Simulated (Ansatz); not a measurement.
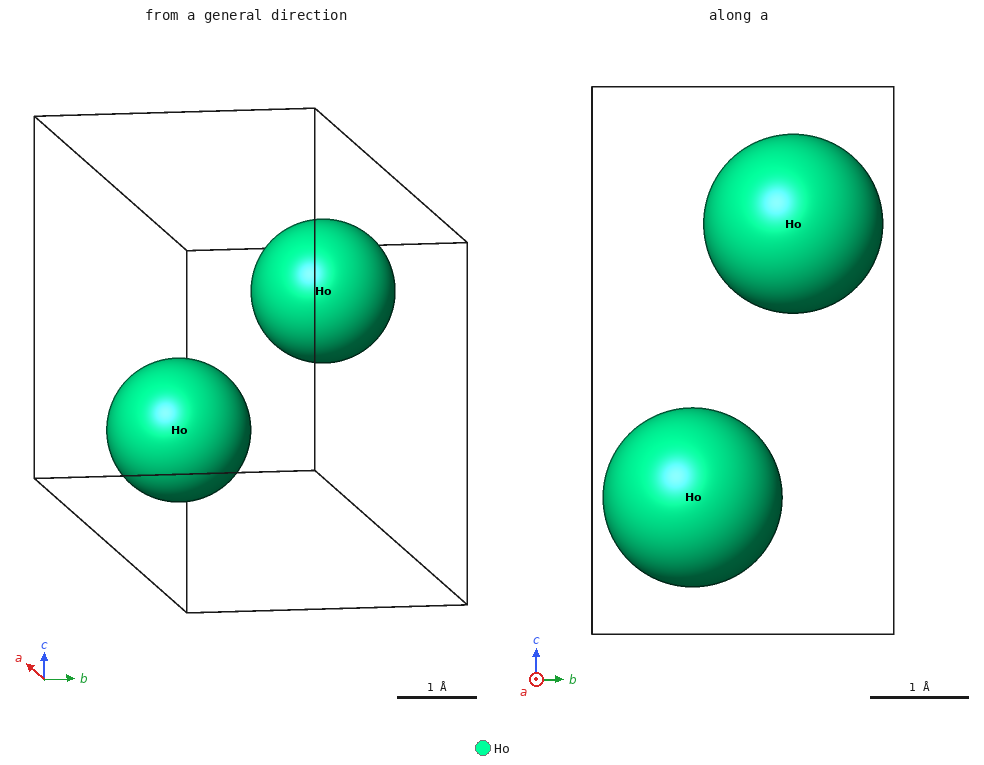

The crystal in a spheres-only representation, seen from a general direction and along the a axis. Lines trace the edges of the conventional unit cell.

Cell parameters: a = 3.58 Å, b = 3.58 Å, c = 5.62 Å, α = 90.00°, β = 90.00°, γ = 120.00°.

How many atoms count towards one cell?

Answer. 2 (holmium), counting shared atoms by their share.

Which of the 230 space groups is it?

Answer. P6_3/mmc (No. 194), with Ho on 2d.

Which prototype does it follow?

Answer. Hexagonal close-packed (Mg type).

The cell started as the standard structure of this element. Earlier steps of the study, as a rule a relaxation of our own, may have changed the cell and positions, so they can lie some per cent off the listed ones. It was run through Ansatz as a DFT input.
